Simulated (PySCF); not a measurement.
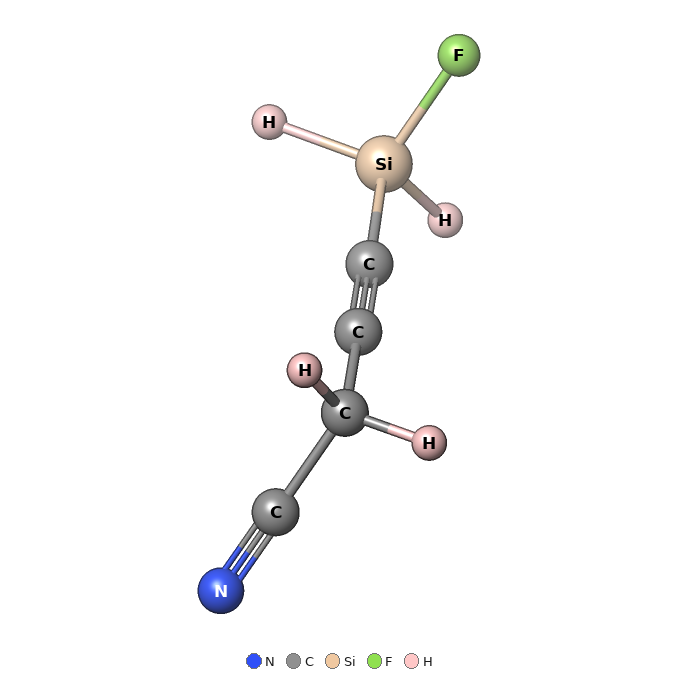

Orthographic view. Atoms fade into the background with distance from the viewer. Computed geometry: PBE0-D3(BJ)/def2-SVP optimisation. No frequency run is at hand to confirm it as a minimum.

Question: Give the standard InChI.

Answer: InChI=1S/C4H4FNSi/c5-7-4-2-1-3-6/h1,7H2
